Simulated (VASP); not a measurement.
Band structure of CoGa (CsCl type). Computed with AM05 GGA, VASP's PBE PAW potentials (set 64) (plane waves; VASP).

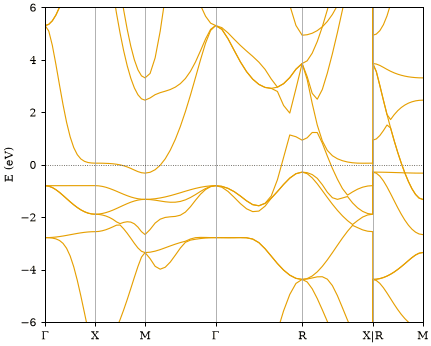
*Bands along high-symmetry lines, zero at the valence-band maximum or, without a gap, the Fermi level*

Q: Read the plot: is there a gap, and where are the band edges?

A: It has no gap at this level: it comes out as a metal or semimetal. (Edges off the drawn lines would not show.)

The compound is CoGa in the CsCl type structure. It was relaxed first. The run is not spin-polarised, so no magnetic state was tried.
